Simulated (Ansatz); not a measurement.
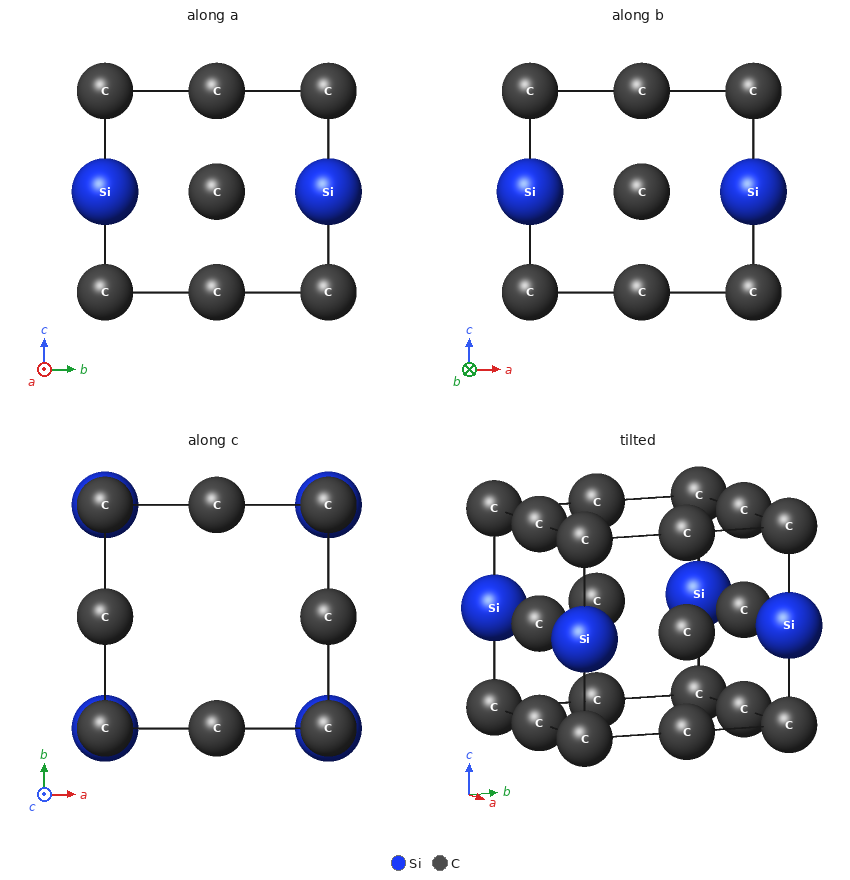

The structure above is drawn in spheres-only style and viewed along the a axis, along the b axis, along the c axis and slightly off an axis. The edges of the conventional unit cell are marked.

Lattice parameters: a = 3.886 Å, b = 3.886 Å, c = 3.501 Å, α = 90.00°, β = 90.00°, γ = 90.00°. Put a along x and b in the xy plane.

Q: Transcribe the picture into a POSCAR file.

A:
```
Si C
1.0
     3.886    0.000    0.000
     0.000    3.886    0.000
     0.000    0.000    3.501
Si C
1 5
Direct
  0.0000 0.0000 0.5000
  0.0000 0.5000 0.0000
  0.5000 0.0000 0.0000
  0.0000 0.5000 0.5000
  0.5000 0.0000 0.5000
  0.0000 0.0000 0.0000
```

Its origin is a random cell made by a generator, so it need not be a real form of the compound. Earlier steps of the study may have refined or changed the cell and positions. A calculation with Ansatz used it as input.
